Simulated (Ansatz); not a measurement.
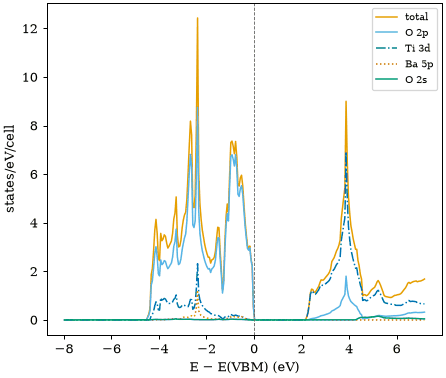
Figure: Total and projected density of states of BaTiO3 (cubic perovskite, Pm-3m), DFT-r²SCAN in the program Ansatz with PAW potentials

Q: Which orbitals carry the states next to the gap?

A: Top 1 eV of the valence band: O 2p 94 %. Bottom 1 eV of the conduction band: Ti 3d 89 %, O 2p 10 %. Projections are on Löwdin-orthogonalised atomic valence shells; empty p or d shells of many metals are not among them.

Q: Where is the tallest occupied peak in this window, and what makes it?

A: Near -2.4 eV, about 12 states/eV per cell; the largest projected share is O 2p.

This is a known high-temperature phase of the composition, computed here at zero pressure and temperature. The r²SCAN relaxation kept the symmetry of its start. At this level the phase is dynamically unstable (imaginary phonons). No spin polarisation was allowed. Scalar-relativistic: spin–orbit coupling is off unless named, which matters more the heavier the elements.

Potentials: the earlier of the program's two PAW sets.
